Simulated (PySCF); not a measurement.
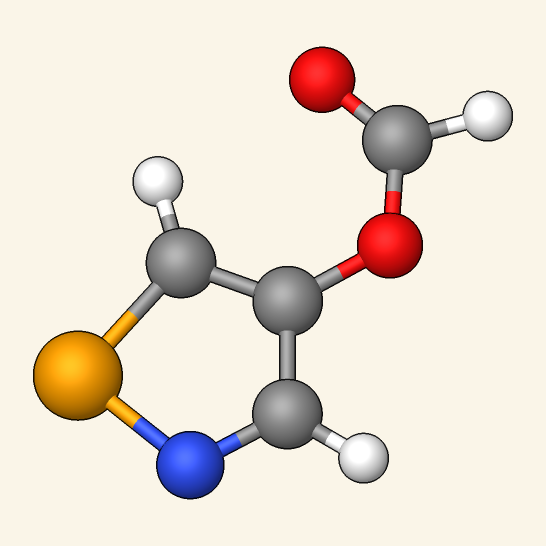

Colours: oxygen red, carbon grey, nitrogen blue, selenium orange, hydrogen white.

The computed structure is the end point of a GFN2-xTB optimisation. No frequency run is at hand to confirm it as a minimum.

Question: Count the atoms of each element.

Answer: C4H3NO2Se, 11 atoms: 4 carbon, 3 hydrogen, 1 nitrogen, 2 oxygen and 1 selenium.

Question: Count the bonded pairs by element.

Answer: 3 C–O, 3 C–H, 2 C–C, 1 C–N, 1 N–Se, 1 C–Se.

Question: Give the symmetry (Schoenflies symbol).

Answer: Cs.

Question: Name functional groups in it.

Answer: Among them: ester.

Question: Describe its rings.

Answer: Independent rings (smallest set): 1 of 5 members, 1 of them aromatic.

The parts below concern this one geometry. Atoms keep their numbers from picture to picture.

## Quadrupole coupling

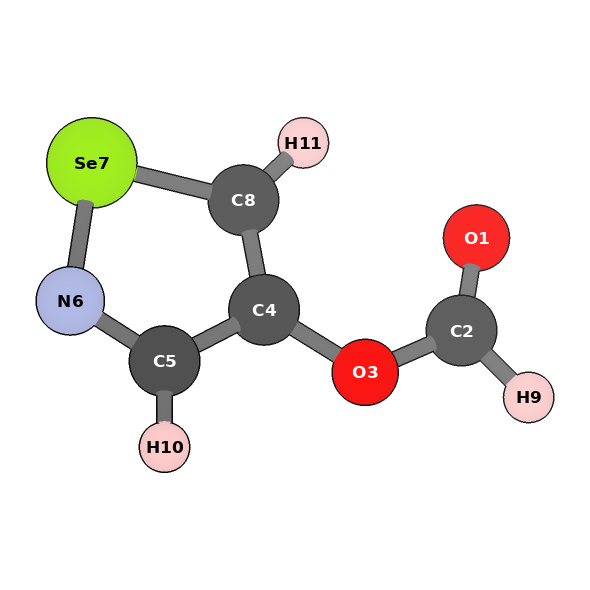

No frequency run is at hand to confirm it as a minimum. Electric field gradients from the ground-state density, B3LYP/pcJ-1 (pcSseg-1 on Se) (PySCF 2.14.0), non-relativistic apart from any core potentials.

Give the largest field-gradient component, the quadrupole coupling constant and the asymmetry for 17O at O1 (Q = −25.6 mb), 17O at O3 (Q = −25.6 mb), 14N at N6 (Q = 20.44 mb), 2H at H9 (Q = 2.86 mb), 2H at H10 (Q = 2.86 mb), 2H at H11 (Q = 2.86 mb).

```
atom  V_zz (a.u.)  e²qQ/h (MHz)     η
  O1       −1.640          9.86  0.30
  O3        1.676        −10.08  0.14
  N6       −0.953         −4.57  0.23
  H9        0.266         0.179  0.05
 H10        0.318         0.214  0.07
 H11        0.323         0.217  0.05
```

## Spin–spin coupling

No frequency run is at hand to confirm it as a minimum. Properties computed with B3LYP/pcJ-1 (pcSseg-1 on Se) indirect spin-spin coupling, non-relativistic, gas phase (PySCF 2.14.0). Isotopes: 13C, 1H, 15N, 17O.

Give the spin–spin coupling constants of these pairs, with the number of bonds between them: C5/N6, C4/N6, N6/H10, N6/C8, O3/N6, N6/H11.

| pair | bonds apart | J (Hz) |
| --- | --- | --- |
| C5, N6 | 1 | 2.5 |
| C4, N6 | 2 | 5.0 |
| N6, H10 | 2 | −18.0 |
| N6, C8 | 2 | −1.6 |
| O3, N6 | 3 | −1.2 |
| N6, H11 | 3 | 2.2 |

## Dipole moment

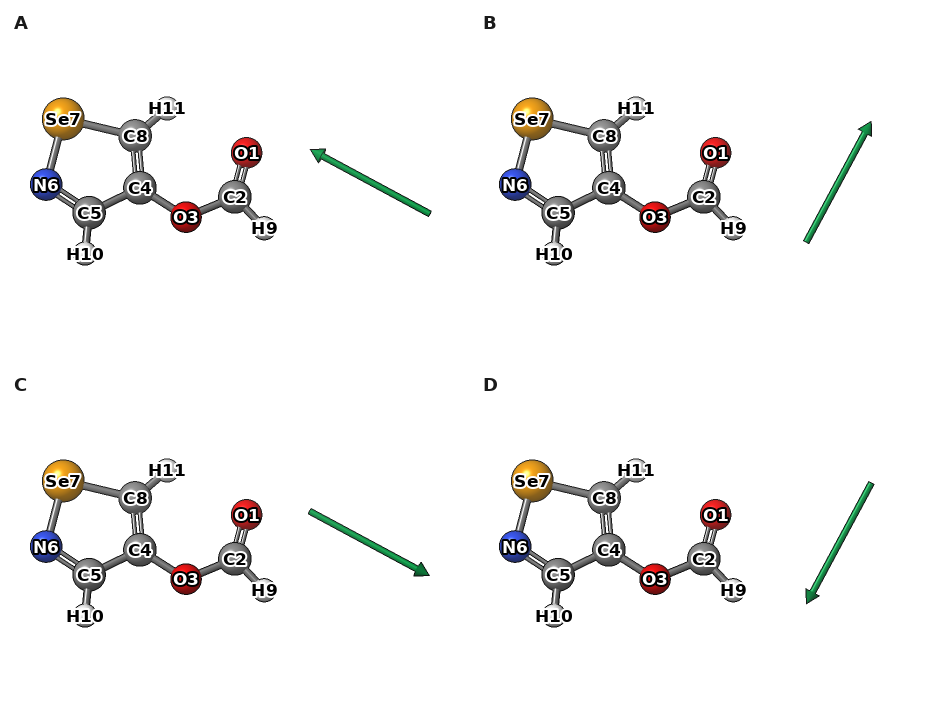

The same molecule four times, each with an arrow. No frequency run is at hand to confirm it as a minimum. Properties computed with B3LYP/pcJ-1 (pcSseg-1 on Se), gas phase (PySCF 2.14.0).

Question: Which arrow points along the dipole moment, from the negative to the positive end?

Answer: C. The dipole moment is 1.05 D; it points from the side of Se7 to the side of H9 (the outermost atoms at the two ends).

The geometry is semi-empirical. Around Se such bond lengths and angles can be off by a tenth of an ångström or more and by several degrees, and values that hang on the shape move with them.
